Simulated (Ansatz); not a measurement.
## Fields on a plane of Na2Te (anti-fluorite)

```
CELL_PARAMETERS angstrom
      0.00000     3.63932     3.63932
      3.63932     0.00000     3.63932
      3.63932     3.63932     0.00000
ATOMIC_POSITIONS crystal
  Na 0.25000 0.25000 0.25000
  Na 0.75000 0.75000 0.75000
  Te 0.00000 0.00000 0.00000
```

The slice is a {100} plane (indices of the conventional cell) through the point (0.750, 0.750, 0.750) (fractional), spanned by u = [100] and v = [0 1 -1] in vectors of this cell: u (5.15 Å) and v (5.15 Å, at 90° to u). It covers one period; positions are fractions (u, v).

Atoms on it: Na at (0.50, 0.50); Na at (0.00, 0.00).

Method: r2SCAN (plane waves to 500 eV, PAW, scalar-relativistic; Ansatz, a first-principles code). k mesh 8×8×8. Near the nuclei the fields are pseudised (PAW); where an atom keeps semicore shells as valence, they peak there. Na2Te was relaxed with its symmetry unable to fall. Spin-orbit coupling is left out, though Te is heavy.

```
|xxx984000147899999998741000489xx|
|xxx973000147899999998741000379xx|
|x9985100014678999998764100015899|
|88752000013577888887753100002578|
|54310000012456777776542100000134|
|00000000011234444444321100000000|
|00000000001111111111111000000000|
|00000000000000000000000000000000|
|11111110000000000000000000111111|
|44443211000000000000000001123444|
|77765421000001345431000001245677|
|88877531000025788875200001357788|
|9998764100015899x998510001467899|
|99998741000379xxxxx9730001478999|
|99998741000489xxxxx9840001478999|
|9999874100058xxxxxxx850001478999|
|99998741000489xxxxx9840001478999|
|99998741000379xxxxx9730001478999|
|9998764100015899x998510001467899|
|88877531000025788875200001357788|
|77765421000001345431000001245677|
|44443211000000000000000001123444|
|11111110000000000000000000111111|
|00000000000000000000000000000000|
|00000000001111111111111000000000|
|00000000011234444444321100000000|
|54310000012456777776542100000134|
|88752000013577888887753100002578|
|x9985100014678999998764100015899|
|xxx973000147899999998741000379xx|
|xxx984000147899999998741000489xx|
|xxxx8500014789999999874100058xxx|
```
Scale: ten equal steps from 0.01 (start of '0') to 0.68 (end of '9'), in the order '0123456789'. Values: electron localisation function (ELF). The map has 32 points along u (one character each, u = 0 at the left) and 32 along v (v = 0 in the bottom row). Points within 0.5 Å of a nucleus are blanked (x), as the pseudised field means little there.

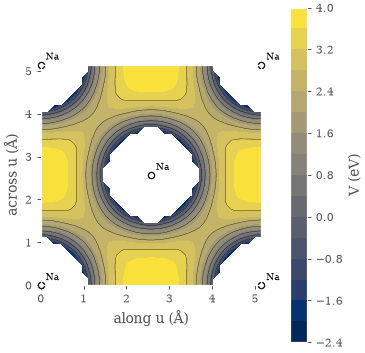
*Electrostatic potential energy of an electron, from the cell's mean, in eV, one period of the plane, atoms marked. Points within 1 Å of a nucleus are left white, as the pseudised field means little there. The zero, the cell's mean, hangs on the PAW cores.*
